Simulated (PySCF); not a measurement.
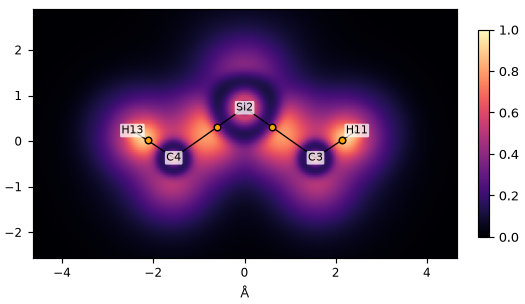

Figure 1: C3H10Si, SMILES `C[SiH](C)C`. Localised orbital locator (LOL) in the plane of Si2, C3, C4, H11 and H13, with bond paths and bond critical points (dots).

PySCF calculation, ωB97X/def2-TZVP, gas phase; geometry: GFN2-xTB. No frequency check shows the geometry to be a minimum.

The calculation's input:

```python
import numpy as np
from pyscf import gto, scf, dft
from pyscf.scf import atom_ks, atom_hf
from scipy.linalg import block_diag

def solve(mol, dm0=None, hcore=None):
    mf = (dft.UKS if mol.spin else dft.RKS)(mol, xc='wb97x')
    mf.grids.level = 3
    mf = mf.density_fit(auxbasis='def2-universal-jkfit')
    mf.conv_tol, mf.max_cycle = 1e-8, 80
    if hcore is not None:
        mf.get_hcore = lambda *args: hcore
    mf.kernel(dm0)
    if not mf.converged:
        mf = mf.newton().run(mf.mo_coeff, mf.mo_occ, max_cycle=30)
    assert mf.converged, 'SCF not converged'
    return mf

mol = gto.M(atom='''
C     -1.71635    -0.52525    -0.23339
Si    -0.00009    -0.00006     0.40007
C      1.31304    -1.22383    -0.23315
C      0.40332     1.74900    -0.23307
H     -1.97690    -1.52086     0.11278
H     -1.75481    -0.53568    -1.31921
H     -2.48943     0.15406     0.11299
H     -0.00061    -0.00032     1.87535
H      2.30549    -0.95166     0.11310
H      1.34320    -1.25009    -1.31897
H      1.11122    -2.23299     0.11302
H      0.41354     1.78772    -1.31888
H     -0.32865     2.47239     0.11322
H      1.37814     2.07880     0.11335
''', basis='def2-tzvp', charge=0, spin=0, verbose=4)
mf = solve(mol)
mf.analyze()
# spherically averaged free atoms, for the promolecule
atm = atom_ks.get_atm_nrks(mol, xc='wb97x')
pro = block_diag(*[(atm[a[0]][2] * atm[a[0]][3]) @ atm[a[0]][2].T for a in mol._atom])
np.savez('result.npz', e=mf.e_tot, c=mf.mo_coeff, occ=mf.mo_occ, eps=mf.mo_energy, pro=pro, dip=mf.dip_moment(verbose=0), s2=mf.spin_square()[0])
```

Run with:

```sh
OMP_NUM_THREADS=1 python input.py
```

The run took 20 s on 1 thread of Intel(R) Xeon(R) Platinum 8375C CPU @ 2.90GHz (Ice Lake), on a shared host, peak memory 0.76 GiB.

Partitions, critical points and surface values were worked out afterwards from this run's density.

**Rank the bonds in the plane by LOL at their critical points.**

C3–H11 and C4–H13: about 0.87; Si2–C3 and Si2–C4: about 0.43. Values above 0.5 mark slow, localised electrons, as in shared pairs; low values at a critical point mark a polar or closed-shell contact whose critical point lies between the shells.

**Where along C3–H11 does the critical point lie?**

0.69 Å from C3 and 0.40 Å from H11.
